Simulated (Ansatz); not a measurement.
**AlBN (SMILES [B]=[N][Al]) (doublet): density, localisation and related maps**

Input

```
crystal:
  periodic: [false, false, false]
  atoms:
    - {symbol: Al, position_ang: [0.000000, 0.000000, -1.631281]}
    - {symbol: B, position_ang: [0.000000, 0.000000, 1.453272]}
    - {symbol: N, position_ang: [0.000000, 0.000000, 0.178009]}
basis:
  gaussian: {orbitals: def2-TZVPD}
magnetization: {spin_polarized: true, initial_magnetization: 1}
hamiltonian: {xc: pbe0}
output: {forces: true, orbitals: {seedname: orbitals}}
```

Command:

```sh
ansatz run input.yaml --threads 1 --pin off --max-ram 2610MiB --events-out events.jsonl --progress --plain --runs-dir runs
```

Geometry: r2SCAN-D4/def2-SVP.

Level of theory: isolated molecule in a Gaussian basis; Kohn-Sham density functional theory, functional PBE0 in Ansatz.

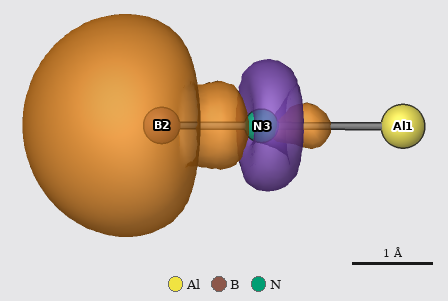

Figure 1. Isosurfaces of the spin density at +0.02 (orange) and −0.02 e/Å³ (purple), seen from one side.

### Describe the spin distribution.

The unpaired spin (1 electron) lies mostly on B2 (about 1.0), in electrons by Hirshfeld's partition.

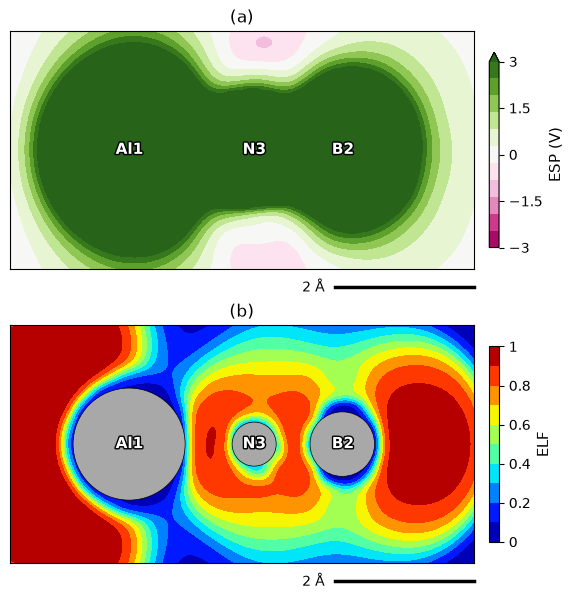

Figure 2. (a) molecular electrostatic potential; (b) electron localisation function on a plane that holds the molecular axis. Grey discs cover the atomic cores in the ELF map.

### Describe what can be read from this map.

- The plane passes through Al, B and N nuclei.
- B–N (1.28 Å): the ELF peaks at about 0.85 between the atoms; a polar covalent bond.
- Al–N (1.81 Å): the ELF peaks at about 0.90 in the valence shell of N, 0.6 Å from its nucleus, and is about 0.65 at the midpoint.
- The ELF also peaks beside N3 and B2, away from the bonds: non-bonding electrons, paired or unpaired.
- Outside the dense part of the molecule the potential is most negative (−0.9 V) near N3.

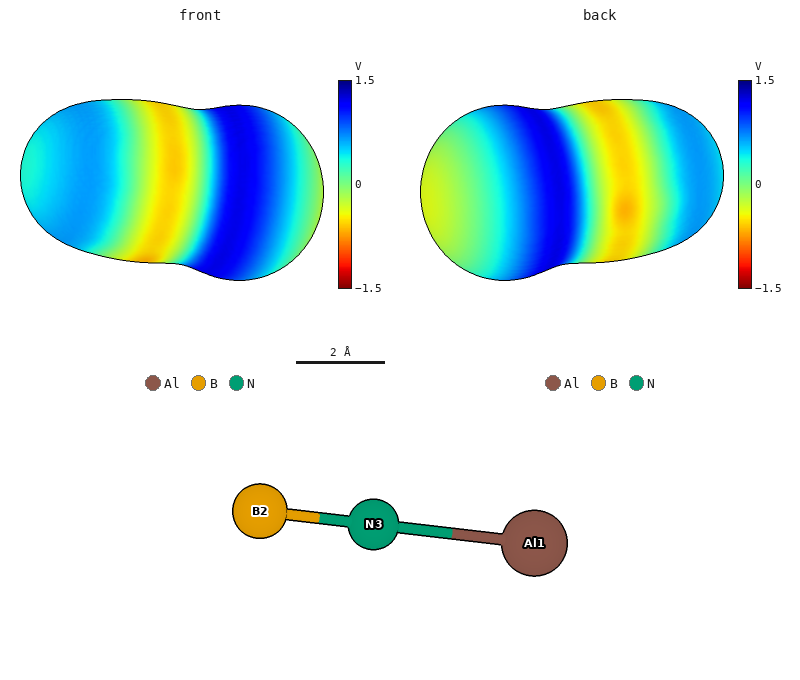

Figure 3. The molecular electrostatic potential painted on the density surface at 0.002 e/bohr³, seen from the front and from behind; red is negative and blue positive. The bare structure is drawn below in the same view.

### Which sites attract a positive test charge, and which a negative one?

A positive charge is drawn to the negative regions and a negative charge to the positive ones. The most negative region (about −0.6 V) lies over N3, the most positive (about +1.2 V) over Al1.
